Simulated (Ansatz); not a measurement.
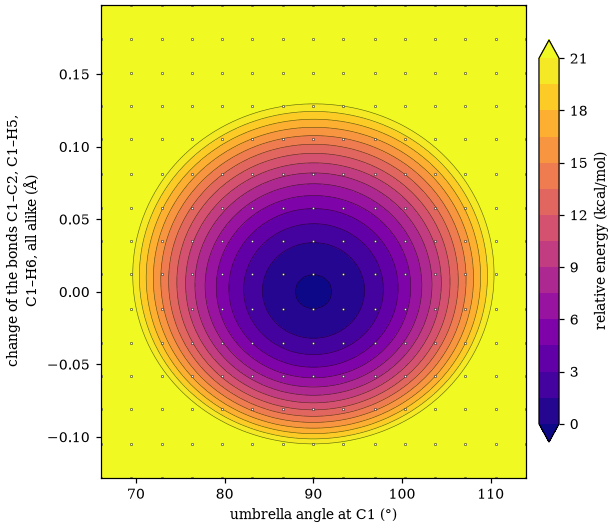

C₂H₃ClSi, SMILES C=C=[SiH]Cl. 
- First axis: umbrella angle at C1 (between each of its bonds and their common axis; 90 is planar). Second axis: change of the bonds C1–C2, C1–H5, C1–H6, all alike.
- Nothing is relaxed (all other coordinates rigid).
- The scan uses a 15 × 15 grid.
- Points are written as (first, second).
- All energies are given in kcal/mol relative to the lowest grid point.
- Level of theory: RKS PBE0-D4/def2-TZVP in Ansatz.

Drawn: filled contours, dots at the grid points, one colour for all values above the top of the scale. Between grid points the surface is interpolated.

Question: Where is the minimum, and how stiff is the well along each coordinate?

Answer: The interpolated minimum is at the first coordinate ≈ 90.0°, the second coordinate ≈ 0.000 Å. The curvatures there are about 15 eV/rad² and 138 eV/Å², with a cross term of about 0 eV/(rad·Å). Round the minimum the two coordinates are nearly uncoupled. (1 eV is 23.1 kcal/mol.)
